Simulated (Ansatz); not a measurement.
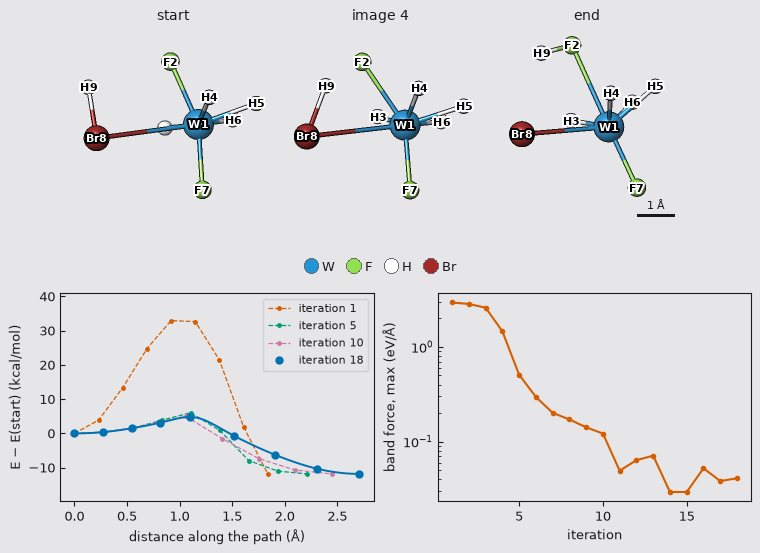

NEB run on WH₅BrF₂. Images are numbered from 0 (start) to 8 (end). The plot follows the band through its iterations. A ball-and-stick model, seen at a tilt.

Level of theory: RKS CAM-B3LYP-D4/def2-SVP in Ansatz. Set-up: 7 movable images; climbing image; force threshold 0.05 eV/Å; iteration limit 60; starting path by straight interpolation.

**Did the band converge, and can the barrier be trusted?**

The run is converged, with reservations. The band converged in 18 iterations. The largest component of the band force went from 2.9 to 0.041 eV/Å. The climbing image converged on the top of the path. Its curvatures weren't checked. The straight starting path can push atoms close together and costs iterations. The first iteration put the highest image at 33.0 kcal/mol. Forward barrier 4.8 kcal/mol, backward barrier 16.6 kcal/mol, with image 4 at the top; the reaction energy is −11.8 kcal/mol.
